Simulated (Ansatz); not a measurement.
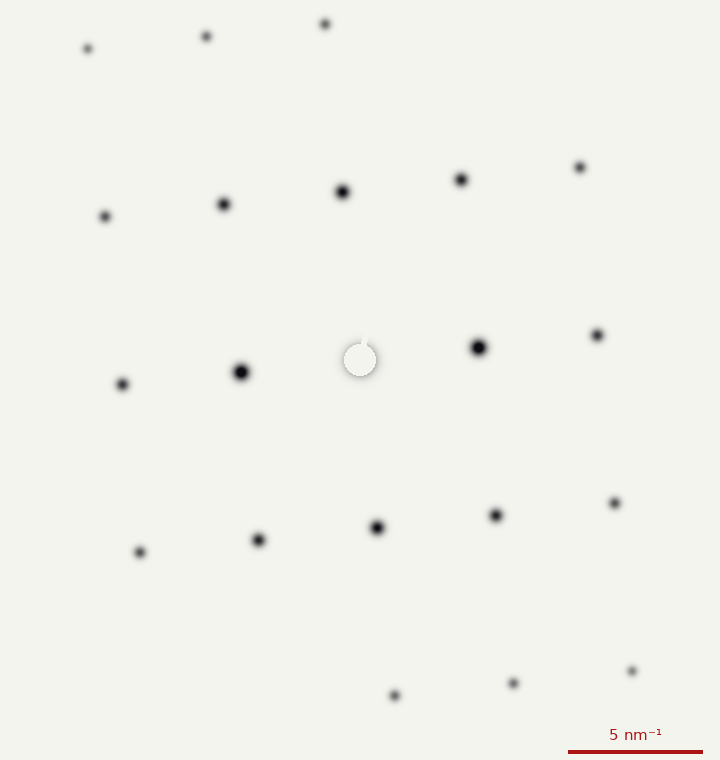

Kinematic zone-axis pattern, calculated for 200 keV electrons with B = 0.5 Å².

Phase: W, space group Im-3m (No. 229), a = 3.16 Å. Structure: the input geometry of an electronic-structure calculation (not necessarily at equilibrium).

Which low-index zone axis gives this pattern?

Answer. The spots form a rectangular net whose two shortest vectors correspond to d = 2.23 Å and 1.58 Å, 90.0° apart. They index as 1 -1 0 and 0 0 2, so the zone axis is ±[110] (or an equivalent direction of <110>).

Which reflections of this zone are missing, and why?

Answer. The lattice centring (I) removes all reflections that break h + k + l = 2n.

List the strongest reflections.

Answer. Strongest reflections with d > 0.80 Å, one of each family (|F|² from tabulated Gaussian fits of the electron scattering factors, times a small damping for the curvature of the Ewald sphere):

```json
{"hkl": "1 -1 0", "d (Å)": "2.234", "I (strongest = 100)": "100"}
{"hkl": "0 0 2", "d (Å)": "1.580", "I (strongest = 100)": "52"}
{"hkl": "1 -1 2", "d (Å)": "1.290", "I (strongest = 100)": "33"}
{"hkl": "2 -2 0", "d (Å)": "1.117", "I (strongest = 100)": "23"}
{"hkl": "2 -2 2", "d (Å)": "0.912", "I (strongest = 100)": "13"}
```
